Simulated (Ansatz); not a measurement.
Si4NH12F: geometry relaxation (part 2 of 2)

The same run, continued: Si4NH12F; RKS PBE0-D4/def2-TZVP (Ansatz 0.2.0). The geometry is a transition state displaced along its imaginary mode. The reaction was set up to form Si1–N7 and Si2–H6 and to break Si1–Si2 and H6–N7 (atoms counted from 1 in the order of the input); sticks are drawn by distance alone.

Geometry of the input (Å):
```
Si -1.0989  -0.1814  0.3087
Si 1.9139  0.2463  -0.5148
Si -1.2842  1.0938  -1.6057
Si -0.0142  0.4838  2.2264
F  -2.5848  -0.7550  0.6994
H  0.4875  -1.5723  -0.3534
N  -0.3840  -1.9073  -0.1748
H  1.8120  1.6781  -0.9063
H  2.9691  0.2297  0.5493
H  2.6756  -0.3672  -1.6956
H  -0.7249  2.4279  -1.2884
H  -0.5556  0.4569  -2.7350
H  -2.7182  1.2302  -1.9925
H  -0.9950  0.8563  3.2864
H  0.8024  -0.6563  2.7333
H  0.8400  1.6484  1.8963
H  -0.3686  -2.5900  0.5788
H  -0.7719  -2.3218  -1.0122
```

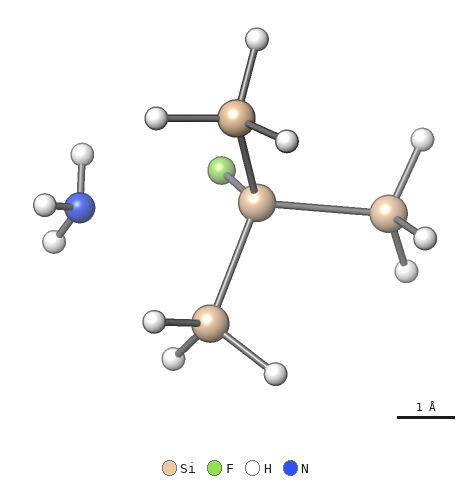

*The geometry at step 29 of the log (ball-and-stick view, seen at a tilt).*

Trajectory as extended XYZ (Å, eV, eV/Å), 12 of the 52 frames kept, from step=1 to step=52:
```
18
Properties=species:S:1:pos:R:3:forces:R:3 step=1 energy=-35898.40798
Si   -1.0989   -0.1814    0.3087    0.2870  -0.3146  -0.0999
Si    1.9139    0.2463   -0.5148   -0.0394   0.0892  -0.1591
Si   -1.2842    1.0938   -1.6057    0.0333   0.1099  -0.0770
Si   -0.0142    0.4838    2.2264    0.0852   0.0780   0.0496
F    -2.5848   -0.7550    0.6994    0.2208  -0.0480  -0.0847
H     0.4875   -1.5723   -0.3534    3.9837   1.1125  -0.8280
N    -0.3840   -1.9073   -0.1748   -3.9640  -1.3777   0.9798
H     1.8120    1.6781   -0.9063    0.1139   0.2467  -0.0547
H     2.9691    0.2297    0.5493    0.0130   0.0341   0.1121
H     2.6756   -0.3672   -1.6956   -0.3211   0.0501   0.2305
H    -0.7249    2.4279   -1.2884   -0.0051   0.0268  -0.0544
H    -0.5556    0.4569   -2.7350   -0.0297   0.0131  -0.0195
H    -2.7182    1.2302   -1.9925   -0.0127   0.0294  -0.0230
H    -0.9950    0.8563    3.2864    0.0147   0.0188   0.0794
H     0.8024   -0.6563    2.7333   -0.0358   0.0255  -0.0120
H     0.8400    1.6484    1.8963    0.0002   0.0410   0.0785
H    -0.3686   -2.5900    0.5788   -0.1170  -0.0069  -0.0377
H    -0.7719   -2.3218   -1.0122   -0.2269  -0.1280  -0.0801
18
Properties=species:S:1:pos:R:3:forces:R:3 step=6 energy=-35899.20673
Si   -0.6128   -0.1168    0.1904    0.0198  -0.0310   0.0626
Si    1.7101    0.2534   -0.4508    0.1013   0.0984  -0.1545
Si   -1.3217    1.2566   -1.5774    0.0134  -0.0764  -0.0199
Si   -0.0891    0.6838    2.3306   -0.0909  -0.0393  -0.0054
F    -2.0894   -0.8329    0.5815    0.3749  -0.2068  -0.1739
H     0.7851   -2.2511   -0.7360   -0.7694   0.3014   0.3143
N    -0.1518   -2.0871   -0.3239    0.1486  -0.3429  -0.3165
H     1.9023    1.6362   -0.9861    0.0757  -0.0649  -0.0129
H     2.7404    0.0655    0.6210   -0.0296  -0.0300  -0.0172
H     2.1207   -0.7084   -1.5504   -0.0103   0.1203   0.1054
H    -0.7637    2.6150   -1.3416   -0.0284   0.0215  -0.0065
H    -0.6899    0.7335   -2.8310   -0.0540   0.0331   0.0316
H    -2.7935    1.3510   -1.8203    0.0904  -0.0009   0.0509
H    -1.1996    1.0331    3.2750    0.1329  -0.0288  -0.0939
H     0.7446   -0.3921    2.9609   -0.0783   0.0735   0.0190
H     0.8072    1.8608    2.1387   -0.0315   0.0041   0.0401
H    -0.2441   -2.6724    0.5029   -0.0059   0.0548   0.0346
H    -0.8545   -2.4281   -0.9835    0.1413   0.1139   0.1421
18
Properties=species:S:1:pos:R:3:forces:R:3 step=10 energy=-35899.29044
Si   -0.5225   -0.1588    0.1873   -0.0573  -0.0523   0.0690
Si    1.7981    0.2001   -0.4292   -0.0176  -0.0188   0.0280
Si   -1.3392    1.2179   -1.5123   -0.0127   0.0464   0.0170
Si   -0.1554    0.7892    2.3048   -0.0103   0.0072  -0.0595
F    -1.9315   -0.9696    0.6374    0.0398   0.0206   0.0327
H     0.6886   -2.1749   -1.0285    0.0192  -0.0693  -0.1070
N    -0.1364   -2.0990   -0.4455    0.0092   0.1454   0.1245
H     2.0961    1.5995   -0.8422    0.0129   0.0149  -0.0158
H     2.7773   -0.1555    0.6440    0.0223  -0.0125  -0.0020
H     2.1576   -0.6915   -1.5892    0.0586   0.0283  -0.0162
H    -0.7431    2.5692   -1.3234   -0.0026  -0.0075  -0.0169
H    -0.8922    0.7108   -2.8434    0.0028  -0.0114  -0.0143
H    -2.8227    1.3408   -1.5522    0.0004   0.0047  -0.0042
H    -1.3460    1.2520    3.0710    0.0064  -0.0018   0.0047
H     0.5496   -0.2400    3.1286   -0.0202   0.0122   0.0116
H     0.7941    1.9271    2.1342   -0.0058   0.0059   0.0154
H    -0.0160   -2.6705    0.3834    0.0386  -0.0479   0.0521
H    -0.9561   -2.4470   -0.9250   -0.0839  -0.0643  -0.1191
18
Properties=species:S:1:pos:R:3:forces:R:3 step=15 energy=-35899.44282
Si   -0.3946   -0.1803    0.3132   -0.3156  -0.1493   0.1804
Si    1.8890    0.0559   -0.2828    0.1610   0.1624  -0.0207
Si   -1.3246    1.0822   -1.4259   -0.0079  -0.0199  -0.0347
Si   -0.2030    1.0748    2.3212    0.0463  -0.0475  -0.0252
F    -1.5179   -1.1828    1.0430    0.3979   0.1748  -0.1645
H     0.3222   -2.0733   -1.6519   -0.1972   0.0093   0.3029
N    -0.2317   -2.1136   -0.7932    0.3640  -0.2360  -0.2348
H     2.0716    1.5392   -0.4557    0.0203  -0.2516  -0.0042
H     2.8626   -0.3928    0.7614   -0.0530  -0.0099  -0.0641
H     2.3020   -0.6182   -1.5752   -0.1125   0.0990   0.2353
H    -0.6893    2.4286   -1.3892   -0.0182  -0.0161   0.0025
H    -1.0275    0.4811   -2.7677   -0.0197   0.0069   0.0957
H    -2.8037    1.2501   -1.3345    0.0402  -0.0216   0.0171
H    -1.4695    1.6217    2.8913    0.0417  -0.0124  -0.0420
H     0.3620    0.1015    3.3112   -0.0588   0.0851  -0.0100
H     0.7895    2.1816    2.2064   -0.0249   0.0412   0.0023
H     0.2168   -2.7832   -0.1620   -0.2003   0.2269  -0.2398
H    -1.1535   -2.4727   -1.0097   -0.0633  -0.0416   0.0039
18
Properties=species:S:1:pos:R:3:forces:R:3 step=20 energy=-35899.79222
Si   -0.1948    0.0085    0.5533   -0.0254   0.1624   0.0189
Si    2.0580   -0.1068   -0.0646    0.0178   0.0258   0.0083
Si   -1.4073    1.0136   -1.1791    0.0232   0.0001  -0.0486
Si   -0.2613    1.4719    2.3951    0.0395   0.0359   0.0155
F    -0.8269   -1.3506    1.1657   -0.0101  -0.0947  -0.0584
H     0.1322   -2.3420   -2.3352   -0.0342   0.0209   0.1413
N    -0.3102   -2.2422   -1.4263    0.1328  -0.2035   0.0574
H     2.5030    1.3073   -0.2347   -0.0105  -0.0279   0.0097
H     2.8924   -0.7254    1.0030   -0.0047  -0.0153  -0.0045
H     2.3048   -0.8259   -1.3411    0.0171  -0.0244  -0.0066
H    -0.9621    2.4400   -1.2125   -0.0397  -0.0395   0.0204
H    -1.1483    0.4213   -2.5194   -0.0117   0.0207   0.0345
H    -2.8763    0.9917   -0.9237    0.0410  -0.0156   0.0169
H    -1.6495    1.9058    2.7198    0.0160  -0.0052  -0.0060
H     0.3104    0.7950    3.5936   -0.0078   0.0235  -0.0013
H     0.5573    2.6846    2.1084   -0.0312  -0.0070   0.0026
H     0.1470   -2.8868   -0.7830   -0.1133   0.1274  -0.2105
H    -1.2679   -2.5599   -1.5195    0.0013   0.0166   0.0105
18
Properties=species:S:1:pos:R:3:forces:R:3 step=24 energy=-35899.81128
Si   -0.1438    0.0612    0.5816    0.0062  -0.0843  -0.0119
Si    2.1149   -0.1405   -0.0114   -0.0125   0.0039   0.0251
Si   -1.4200    1.0021   -1.1400   -0.0562   0.0880   0.0344
Si   -0.2512    1.5540    2.3968    0.0049   0.0250  -0.0034
F    -0.7722   -1.3290    1.1355    0.0313   0.0666   0.0092
H     0.1024   -2.3722   -2.4339   -0.0270   0.0170   0.0850
N    -0.3245   -2.2740   -1.5184   -0.0409  -0.1149  -0.0386
H     2.6480    1.2447   -0.1618   -0.0088  -0.0242   0.0050
H     2.8834   -0.8182    1.0716   -0.0128   0.0110  -0.0177
H     2.3419   -0.8742   -1.2832    0.0051   0.0014  -0.0041
H    -1.1480    2.4742   -1.1311   -0.0275  -0.0933  -0.0062
H    -1.1198    0.4766   -2.4962    0.0062   0.0091   0.0027
H    -2.8730    0.8043   -0.8500    0.0883  -0.0044  -0.0324
H    -1.6621    1.9091    2.7132   -0.0036   0.0030   0.0101
H     0.3717    0.9724    3.6179    0.0052   0.0031  -0.0085
H     0.4771    2.8061    2.0428   -0.0149  -0.0288  -0.0005
H     0.0814   -2.9827   -0.9150   -0.0255   0.0825  -0.0581
H    -1.3060   -2.5140   -1.6187    0.0825   0.0393   0.0098
18
Properties=species:S:1:pos:R:3:forces:R:3 step=29 energy=-35899.84605
Si   -0.0951    0.0458    0.6558   -0.0230   0.1002  -0.1022
Si    2.1499   -0.1893    0.0221    0.0166  -0.0280   0.0797
Si   -1.3401    0.8773   -1.1460   -0.2255  -0.0833  -0.2494
Si   -0.2160    1.6110    2.3985    0.0427  -0.0015   0.0755
F    -0.6961   -1.3406    1.2476    0.0429   0.0261  -0.0330
H    -0.0169   -2.1970   -2.4182    0.0230   0.0262  -0.0129
N    -0.5299   -2.1124   -1.5494   -0.0442  -0.1833   0.0703
H     2.7258    1.1734   -0.1693   -0.0451  -0.0279   0.0043
H     2.9184   -0.8761    1.0980    0.0278   0.0076  -0.0238
H     2.3243   -0.9534   -1.2431   -0.0133  -0.0017   0.0092
H    -1.5776    2.3530   -0.9507    0.0317  -0.2337  -0.0317
H    -0.6524    0.6954   -2.4722   -0.1439   0.0757   0.2962
H    -2.6879    0.1976   -1.1773    0.3157   0.1775  -0.0189
H    -1.6272    1.8921    2.7838    0.0106  -0.0122  -0.0134
H     0.5161    1.1326    3.6043   -0.0075   0.0275   0.0097
H     0.4079    2.8854    1.9401   -0.0108  -0.0341  -0.0107
H    -0.1223   -2.7730   -0.8912   -0.1357   0.1219  -0.1224
H    -1.4807   -2.4218   -1.7329    0.1381   0.0429   0.0736
18
Properties=species:S:1:pos:R:3:forces:R:3 step=33 energy=-35899.86799
Si   -0.0742    0.0649    0.6453   -0.0389  -0.0665   0.0552
Si    2.1741   -0.1791    0.0376    0.0077   0.0048   0.0096
Si   -1.3392    0.8508   -1.1623   -0.0122  -0.0355   0.0047
Si   -0.1966    1.5999    2.4158    0.0142   0.0321  -0.0041
F    -0.6519   -1.3400    1.2294    0.0274   0.0476  -0.0412
H     0.0295   -2.2727   -2.3710   -0.0865   0.0013   0.0994
N    -0.5826   -2.0940   -1.5815    0.0664  -0.0174  -0.0234
H     2.7112    1.1842   -0.2315   -0.0006  -0.0045  -0.0087
H     2.9670   -0.7880    1.1411    0.0043   0.0041  -0.0029
H     2.3546   -1.0076   -1.1853   -0.0043  -0.0038   0.0033
H    -1.6659    2.2906   -0.9315   -0.0005   0.0017  -0.0044
H    -0.6072    0.7622   -2.4511    0.0078   0.0080  -0.0031
H    -2.6271    0.1121   -1.2481   -0.0040   0.0118  -0.0046
H    -1.6077    1.8572    2.8157    0.0038  -0.0089  -0.0027
H     0.5590    1.1364    3.6118    0.0001   0.0013  -0.0021
H     0.3989    2.8819    1.9446   -0.0021  -0.0002   0.0098
H    -0.3158   -2.7151   -0.8255   -0.0190   0.0289  -0.0659
H    -1.5259   -2.3437   -1.8538    0.0366  -0.0046  -0.0189
18
Properties=species:S:1:pos:R:3:forces:R:3 step=38 energy=-35899.87653
Si   -0.0659    0.0558    0.6724   -0.0038  -0.0080  -0.0073
Si    2.1772   -0.1737    0.0374    0.0020   0.0057   0.0023
Si   -1.3404    0.8253   -1.1383    0.0037  -0.0092   0.0032
Si   -0.1833    1.6015    2.4343   -0.0007   0.0003   0.0011
F    -0.6194   -1.3622    1.2437    0.0005   0.0052  -0.0022
H     0.1764   -2.3031   -2.2072    0.0064  -0.0010   0.0046
N    -0.6196   -2.0744   -1.6252   -0.0028   0.0045   0.0008
H     2.6602    1.1718   -0.3809    0.0000  -0.0003  -0.0065
H     3.0241   -0.6478    1.1660    0.0021  -0.0003   0.0002
H     2.3492   -1.1121   -1.1053   -0.0002  -0.0011   0.0049
H    -1.6694    2.2639   -0.8959   -0.0017   0.0019   0.0020
H    -0.5985    0.7607   -2.4228   -0.0007   0.0032  -0.0020
H    -2.6300    0.0924   -1.2336    0.0011   0.0019  -0.0006
H    -1.5919    1.8375    2.8540    0.0012  -0.0005  -0.0002
H     0.5989    1.1584    3.6206    0.0009  -0.0010   0.0012
H     0.3859    2.8877    1.9437   -0.0008  -0.0002   0.0008
H    -0.5978   -2.6803   -0.8140    0.0017  -0.0035   0.0098
H    -1.4556   -2.3015   -2.1490   -0.0088   0.0024  -0.0120
18
Properties=species:S:1:pos:R:3:forces:R:3 step=43 energy=-35899.87763
Si   -0.0591    0.0544    0.6745    0.0006  -0.0258  -0.0277
Si    2.1830   -0.1671    0.0295    0.0335   0.0100  -0.0018
Si   -1.3381    0.8226   -1.1345    0.0006  -0.0029   0.0097
Si   -0.1816    1.5896    2.4441    0.0038  -0.0046   0.0057
F    -0.6007   -1.3727    1.2368   -0.0018   0.0200   0.0035
H     0.2234   -2.3276   -2.1055   -0.1168   0.0166   0.0577
N    -0.6364   -2.0639   -1.6345   -0.0125  -0.0866  -0.0366
H     2.6294    1.1548   -0.4981   -0.0112  -0.0378   0.0063
H     3.0581   -0.5338    1.1793   -0.0194   0.0041  -0.0319
H     2.3617   -1.1897   -1.0411   -0.0045   0.0326   0.0331
H    -1.6716    2.2588   -0.8790    0.0014  -0.0018  -0.0027
H    -0.5952    0.7734   -2.4192   -0.0036   0.0008   0.0033
H    -2.6270    0.0891   -1.2340    0.0045   0.0018   0.0002
H    -1.5911    1.8188    2.8641    0.0033   0.0030   0.0012
H     0.6022    1.1371    3.6257   -0.0032   0.0010   0.0040
H     0.3875    2.8797    1.9637   -0.0041  -0.0011  -0.0015
H    -0.7356   -2.6507   -0.8115    0.0069   0.0598  -0.1151
H    -1.4086   -2.2729   -2.2605    0.1224   0.0109   0.0928
18
Properties=species:S:1:pos:R:3:forces:R:3 step=47 energy=-35899.87864 accepted=F
Si   -0.0568    0.0528    0.6714    0.0059   0.0046  -0.0209
Si    2.1855   -0.1631    0.0264   -0.0052   0.0021   0.0036
Si   -1.3419    0.8234   -1.1310   -0.0032   0.0026   0.0152
Si   -0.1766    1.5862    2.4440   -0.0049  -0.0028   0.0032
F    -0.6015   -1.3723    1.2316   -0.0041  -0.0108   0.0197
H     0.2459   -2.3457   -2.0431   -0.0498   0.0123   0.0249
N    -0.6377   -2.0643   -1.6333    0.0001  -0.0542  -0.0235
H     2.6208    1.1515   -0.5211    0.0024   0.0033  -0.0024
H     3.0652   -0.5104    1.1758    0.0032  -0.0011   0.0015
H     2.3676   -1.1965   -1.0296    0.0007  -0.0019  -0.0020
H    -1.6752    2.2579   -0.8675   -0.0024   0.0039  -0.0081
H    -0.6083    0.7799   -2.4210    0.0029  -0.0029   0.0004
H    -2.6297    0.0878   -1.2244    0.0017   0.0005  -0.0009
H    -1.5859    1.8206    2.8622    0.0009   0.0007   0.0000
H     0.6020    1.1311    3.6282    0.0005  -0.0006  -0.0009
H     0.3957    2.8760    1.9666    0.0005  -0.0021  -0.0018
H    -0.8042   -2.6523   -0.8239    0.0121   0.0358  -0.0417
H    -1.3646   -2.2625   -2.3116    0.0387   0.0106   0.0339
18
Properties=species:S:1:pos:R:3:forces:R:3 step=52 energy=-35899.87888
Si   -0.0572    0.0520    0.6714   -0.0017  -0.0028   0.0025
Si    2.1848   -0.1616    0.0248    0.0002   0.0001  -0.0005
Si   -1.3427    0.8230   -1.1304    0.0000  -0.0002  -0.0005
Si   -0.1760    1.5841    2.4450    0.0001  -0.0007  -0.0003
F    -0.6010   -1.3730    1.2353    0.0016   0.0034  -0.0016
H     0.2489   -2.3534   -2.0289   -0.0012   0.0006   0.0011
N    -0.6372   -2.0626   -1.6347   -0.0020  -0.0038  -0.0007
H     2.6174    1.1529   -0.5260   -0.0003  -0.0006   0.0001
H     3.0670   -0.5054    1.1735   -0.0004   0.0002  -0.0003
H     2.3676   -1.1966   -1.0298    0.0004   0.0000   0.0003
H    -1.6788    2.2576   -0.8714    0.0002  -0.0003  -0.0001
H    -0.6053    0.7780   -2.4182   -0.0003   0.0002  -0.0002
H    -2.6291    0.0852   -1.2261    0.0001   0.0001   0.0000
H    -1.5847    1.8208    2.8635    0.0001   0.0002   0.0001
H     0.6024    1.1266    3.6284   -0.0001   0.0001   0.0001
H     0.3987    2.8728    1.9676    0.0000   0.0001   0.0003
H    -0.8192   -2.6413   -0.8235    0.0014   0.0017  -0.0012
H    -1.3555   -2.2591   -2.3207    0.0016   0.0014   0.0008
```

Summary:

- outcome: converged
- total energy: −35899.8789 eV
- mean-field energy: −35899.4411 eV
- dispersion energy: −0.4378 eV
- SCF solution under orbital rotations: stable
- largest force (length of the vector) at the end: 0.004 eV/Å
- dipole moment: 2.26 D
- hardware: 4 CPU threads, shared host
- wall time: 67 s (CPU time 2.1 min)
- peak memory: 0.97 GiB
